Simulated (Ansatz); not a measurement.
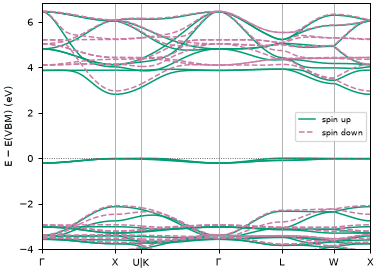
Fig. 1. Band structure from the program Ansatz at the r²SCAN level (PAW)

Read off the gap and where the band edges lie.

About 2.8 eV (2.81 eV by a search for the band edges); maximum on the L–W line, 33 % of the way from L, minimum at X.

Which compound is it?
(A) HgF2, fluorite
(B) Li6SI2O, Fm-3m (Li on 24e, I on 8c, S on 4a, O on 4b)
(C) KTl2CrF6, Fm-3m (K on 4b, Cr on 4a, Tl on 8c, F on 24e)
(D) Ca6Sb2PN, Fm-3m (Ca on 24e, Sb on 8c, P on 4a, N on 4b)

C, KTl2CrF6, Fm-3m (K on 4b, Cr on 4a, Tl on 8c, F on 24e)

The first step of the workflow began from a Materials Project structure, measured or hypothetical; the Crystallography Open Database copy checked does not list it. Whether it is the stable phase at ambient conditions was not checked. The r²SCAN relaxation kept the symmetry of its start; its stability against distortions is not shown here. Magnetic state: ferromagnetic, chosen from 3 collinear starts compared on coarse meshes (ties went to the first, and starts can fall back to one state), not a proven ground state. Other orbital occupations within this spin state were not tried. No Hubbard U is applied. Spin–orbit coupling is left out wherever it is not named.

Potentials: the later of the program's two PAW sets.
